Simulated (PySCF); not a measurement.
```csv
atom,x (Å),y (Å),z (Å)
C,3.3005,0.0135,0.5411
C,2.1508,-0.9156,0.9049
C,0.9143,-0.8007,0.0075
B,-0.1138,-1.9781,0.1283
C,-1.6164,-1.7660,-0.2526
C,-2.0908,-0.3131,-0.2362
C,-1.0368,0.6395,-0.7904
C,0.2678,0.5901,-0.0007
H,3.0167,1.0741,0.6222
H,4.1661,-0.1434,1.2030
H,3.6377,-0.1596,-0.4942
H,2.5041,-1.9600,0.8852
H,1.8482,-0.7262,1.9509
H,1.2540,-1.0129,-1.0389
H,0.2929,-3.0954,0.3855
H,-1.6468,-2.1658,-1.2914
H,-2.2888,-2.4392,0.3052
H,-3.0368,-0.1975,-0.7912
H,-2.3163,-0.0185,0.8046
H,-1.4289,1.6698,-0.7968
H,-0.8327,0.3863,-1.8480
H,0.9677,1.3440,-0.3978
H,0.0650,0.8908,1.0443
```

Geometry: PBE0-D3(BJ)/def2-SVP.

These are results of PBE0/pcSseg-1, SCF density, gas phase, non-relativistic in PySCF 2.14.0, not measurements.

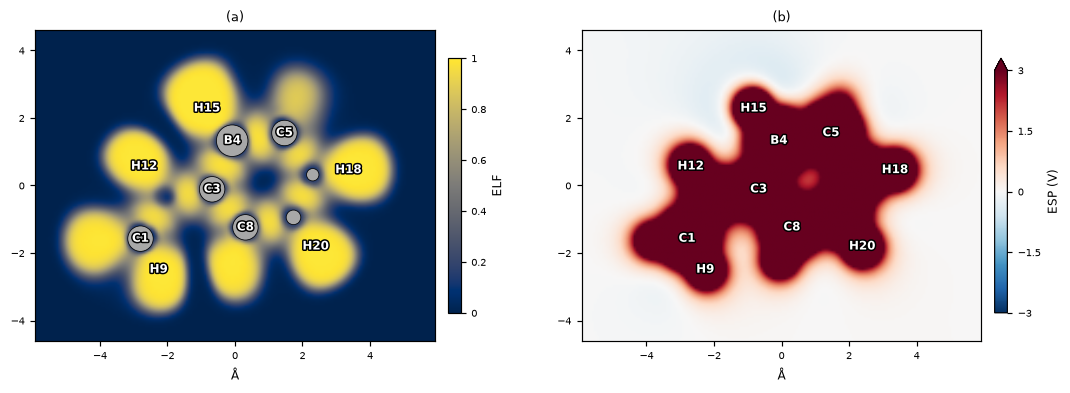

C7H15B (SMILES CC[C@H]1BCCCC1). (a) ELF; (b) molecular electrostatic potential on the plane of atoms C5, B4 and H15. Grey discs cover the atomic cores in the ELF map.

**What does the map show?**

Atoms in the plane: C, B and H. C–C (1.53 Å): the ELF peaks at about 0.95 between the atoms; a covalent bond. C–B (1.56 Å): the ELF peaks at about 1 between the atoms; localised, covalent bonding. C–H (1.10 Å): the ELF climbs to about 1 towards the hydrogen, as it does in any bond to H (a covalent bond by its length). B–H (1.22 Å): the ELF climbs to about 1 towards the hydrogen: a covalent bond by its length. Outside the dense part of the molecule the potential is most negative (−0.4 V) near H15.
